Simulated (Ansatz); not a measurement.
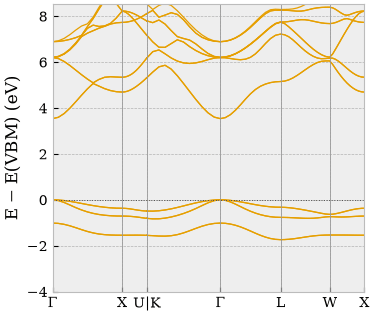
Fig. 1. Band structure from PBE with spin–orbit coupling in the plane-wave PAW code Ansatz

Q: Read off the gap and where the band edges lie.

A: About 3.5 eV (3.54 eV by a search for the band edges); maximum at Γ, minimum at Γ.

The material is KI (rock salt, Fm-3m).

The PBE relaxation kept the symmetry of its start; phonons on a q-mesh show no instability.

Potentials: the later of the program's two PAW sets.
